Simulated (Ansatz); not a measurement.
**H3Si2 (charge −1, triplet): density, localisation and related maps**

The calculation's input:

```
crystal:
  periodic: [false, false, false]
  atoms:
    - {symbol: Si, position_ang: [1.181215, -0.310923, 0.974277]}
    - {symbol: Si, position_ang: [-0.577013, 0.201066, -0.482041]}
    - {symbol: H, position_ang: [1.662881, 1.082961, 1.387555]}
    - {symbol: H, position_ang: [-1.869143, -0.481907, -0.052993]}
    - {symbol: H, position_ang: [-0.397939, -0.491198, -1.826806]}
basis:
  gaussian: {orbitals: def2-TZVPD, initial_orbitals: start.molden}
total_charge: -1
magnetization: {spin_polarized: true, initial_magnetization: 2}
hamiltonian: {xc: pbe0, dispersion: d4}
output: {orbitals: {seedname: orbitals}}
```

Run with:

```sh
ansatz run in.yaml --threads 4 --pin off --events-out ev --progress --plain --max-ram 3916MiB
```

Geometry: PBE0-D4/def2-TZVPD.

Computed with UKS PBE0-D4/def2-TZVPD (Ansatz 0.2.0).

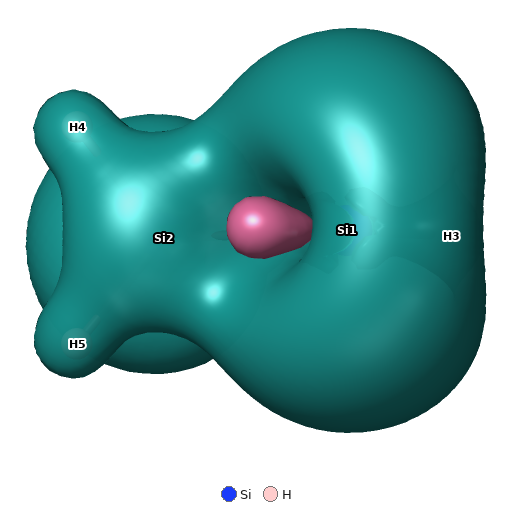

Figure 1. Isosurfaces of the spin density (α minus β) at +0.015 (teal) and −0.015 e/Å³ (pink), seen across its widest extent.

> Describe the spin distribution.

The unpaired spin (2 electrons) lies mostly on Si1 (about 1.1) and Si2 (about 0.7), in electrons by Hirshfeld's partition.

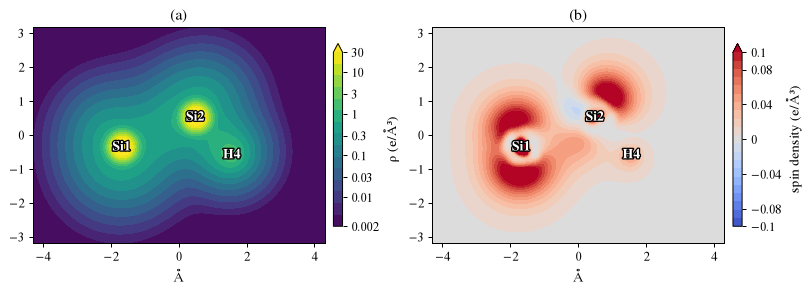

Figure 2. (a) electron density; (b) spin density (α minus β) on the plane of atoms Si1, Si2 and H4.

> Interpret the plot.

- The plane passes through Si and H nuclei.
- Si–Si (2.34 Å): ρ is about 0.56 e/Å³ halfway.
- Si–H (1.52 Å): the density is about 0.73 e/Å³ at the midpoint.

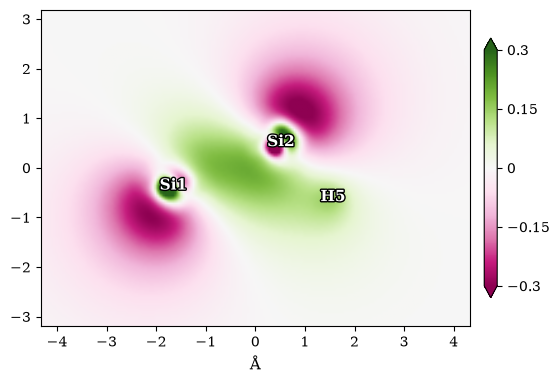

Figure 3. The HOMO−1 (α) on the plane of atoms Si1, Si2 and H5 (values in Å⁻³ᐟ²; the overall sign is arbitrary).

> Where does this orbital lie, and at what energy?

Its weight (Hirshfeld) is mainly on Si2 (about 50 %) and Si1 (about 35 %). Its energy is −0.37 eV.
